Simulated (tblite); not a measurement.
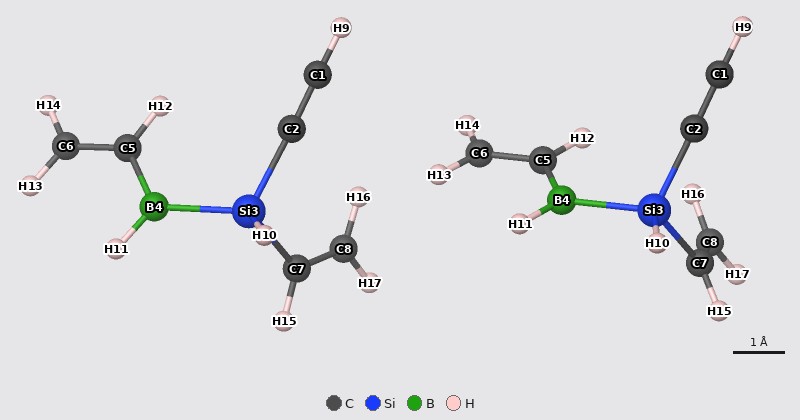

Two geometries of C6H9BSi, drawn at one scale. One is the start of a relaxation, the other its converged end. A ball-and-stick model, seen at a tilt.

The calculation used GFN2-xTB geometry optimisation, gas phase in tblite. 

Question: Which one is relaxed?

Answer: The left one is the relaxed one. Over 129 geometry steps the energy falls by 5.22 kcal/mol. The atom that moves furthest after the best rigid fit is H16 (1.46 Å). Largest moves by element: H 1.46 Å, C 0.76 Å, B 0.24 Å, Si 0.16 Å. Near-neighbour distances that change, for instance: Si3–C7 1.846 → 1.900 Å, C2–Si3 1.823 → 1.863 Å, B4–C5 1.583 → 1.546 Å, Si3–B4 1.929 → 1.963 Å. Bond angles that change, for instance: B4–Si3–H10 108.8° → 117.6°, C2–Si3–C7 109.9° → 105.3°, C2–Si3–H10 108.5° → 104.1°. Groups turn about Si3–C7 by about 50°, Si3–B4 by about 35°.
